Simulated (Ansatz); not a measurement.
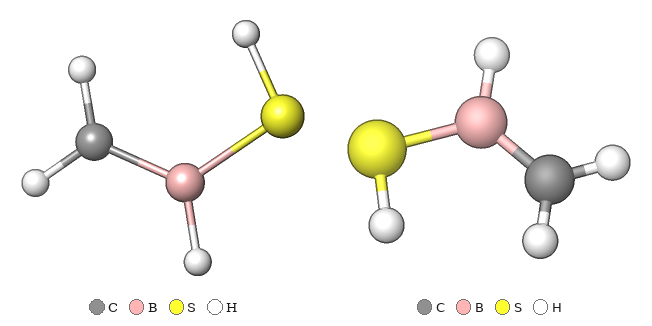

Two views of one molecule.

State: neutral, doublet. Computed geometry: PBE0-D4/def2-TZVP optimisation. No frequency run is at hand to confirm it as a minimum.

Describe the molecule.

The molecule is CH₄BS. Its SMILES string is `[CH2]BS`. It has no ring. Among its groups: B–H bond. The point group is Cs. It is an open-shell species. All atoms lie on one plane. Coordination: 1 C trigonal planar; 1 B trigonal planar; 1 S bent.

The parts below concern this one geometry. Atoms keep their numbers from picture to picture.

**Electronic properties**

No frequency run is at hand to confirm it as a minimum. Method: UKS B3LYP-D4/def2-TZVPP (Ansatz 0.2.0).

Question: Estimate the dispersion correction.

Answer: −17.4 kJ/mol.

Question: What is the ⟨S²⟩ of the determinant?

Answer: 0.755.

**Dipole moment**

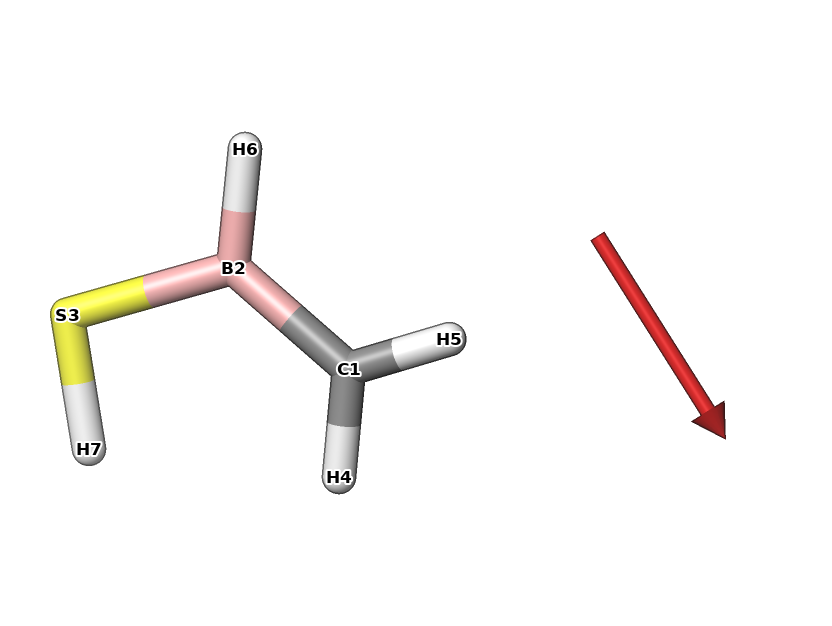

The arrow beside the molecule shows the direction of the dipole moment, from the negative to the positive end (its length means nothing). No frequency run is at hand to confirm it as a minimum. Properties computed with UKS PBE0-D4/def2-TZVP (Ansatz 0.2.0).

Question: How large is the dipole moment?

Answer: 1.61 D; it points from the side of H6 to the side of H4 (the outermost atoms at the two ends).

**Charges**

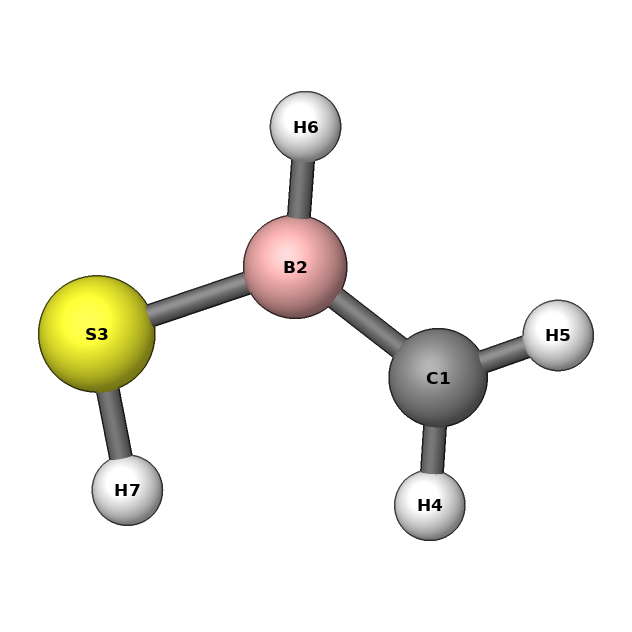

The questions are on Mulliken charges. No frequency run is at hand to confirm it as a minimum. Level of theory: UKS PBE0-D4/def2-TZVP (Ansatz 0.2.0).

List the Mulliken charges.

```tsv
atom	value (e)
C1	−0.30
B2	0.03
S3	−0.18
H4	0.13
H5	0.15
H6	0.02
H7	0.15
```

Mulliken values depend strongly on the basis set and can even reverse the polarity of a bond.
